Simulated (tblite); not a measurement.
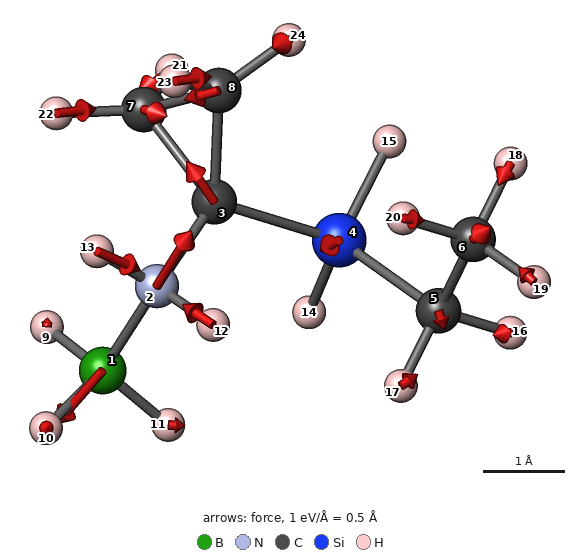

Starting geometry of C₅H₁₆BNSi with the computed forces as red arrows. The picture is a ball-and-stick view, seen at a tilt.

Theory: tblite, GFN2-xTB geometry optimisation, gas phase. 

**Is this structure relaxed? If not, where do the atoms go?**

It isn't relaxed: the largest force vector, on N2, is 2.27 eV/Å. The final displacements have little in common with the starting forces (cosine between the two patterns 0.17). The atom that moves furthest after the best rigid fit is H10 (0.45 Å). By element the largest moves are H 0.45 Å, B 0.22 Å, C 0.20 Å, N 0.16 Å, Si 0.10 Å. Some distances before and after: B1–N2 1.528 → 1.642 Å, N2–H13 1.063 → 1.017 Å, C7–H21 1.112 → 1.078 Å, N2–H12 1.050 → 1.016 Å. Bond angles that change, for instance: H21–C7–H22 121.8° → 113.4°, H23–C8–H24 121.1° → 113.2°, C7–C8–H24 113.4° → 118.5°. After 99 geometry steps the energy has fallen by 11.4 kcal/mol. Cost: 0.92 s on 1 thread of Arm Neoverse V1 (shared host).
